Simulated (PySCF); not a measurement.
C₃H₁₃BN₂Si₂

The calculation's input:

```
{"job": {"kind": "nmr", "xc": "PBE0", "basis": "pcSseg-1"}, "charge": 0, "multiplicity": 1}
C      1.007197     2.420038    -0.388461
C      0.674798     1.311064     0.261452
C      0.940945    -0.071041    -0.190747
Si     2.102877    -1.029747     1.046775
Si     0.077229    -2.149464     1.105012
N     -0.239256    -0.942810    -0.073333
B     -1.377963    -0.766914    -1.011295
N     -2.135000     0.671699    -0.530979
H      0.833628     3.403012     0.020005
H      1.497703     2.382554    -1.347496
H      0.195689     1.380334     1.234239
H      1.302851    -0.055443    -1.224811
H      2.599511    -0.126496     2.098050
H      3.310179    -1.504294     0.357774
H     -0.008339    -3.550632     0.662189
H     -0.787473    -2.041907     2.304270
H     -2.200653    -1.617746    -0.890799
H     -1.043933    -0.540058    -2.136309
H     -2.550601     0.538431     0.383606
H     -2.833684     0.956769    -1.206593
H     -1.374625     1.349595    -0.473022
```

Command:

```sh
OMP_NUM_THREADS=1 python probes_run.py task.json out
```

Geometry: GFN2-xTB.

Level of theory: PySCF, PBE0/pcSseg-1, SCF density, gas phase, non-relativistic.

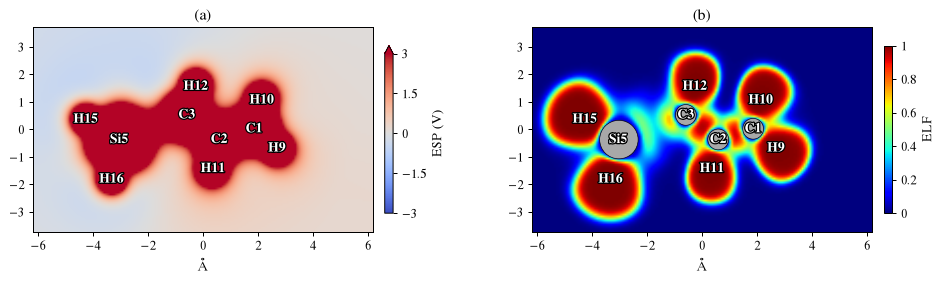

Figure 1. (a) electrostatic potential; (b) electron localisation function on the plane of atoms H9, C1 and H10. Grey discs cover the atomic cores in the ELF map.

### Interpret the plot.

The section cuts through C, Si and H sites.
C–C (1.33 Å): the ELF peaks at about 0.90 between the atoms (a short, multiple covalent bond).
Outside the dense part of the molecule the potential is most negative (−0.5 V) near H15.

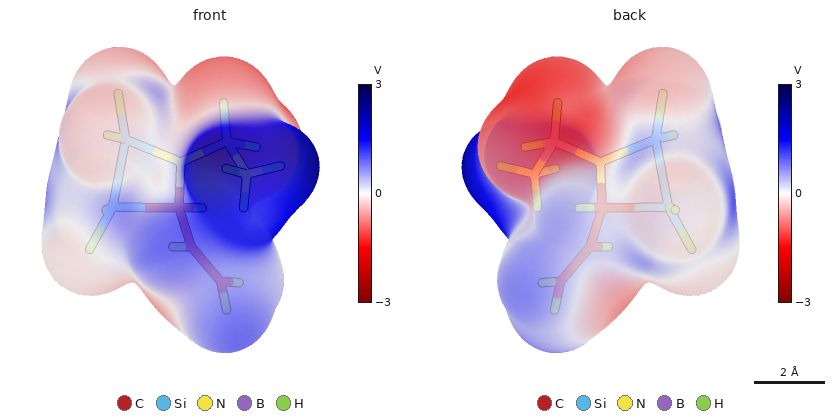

Figure 2. The molecular electrostatic potential painted on the density surface at 0.002 e/bohr³, seen from the front and from behind; the colour scale runs from red (negative) to blue (positive).

### Which sites attract a positive test charge, and which a negative one?

A positive charge is drawn to the negative regions and a negative charge to the positive ones. The most negative region (about −1.3 V, or −30 kcal/mol for a unit charge) lies over H17, the most positive (about +2.4 V, or +55 kcal/mol for a unit charge) over H19 and H20.

### What dipole moment does the calculation give?

Its dipole moment is 4.23 D.
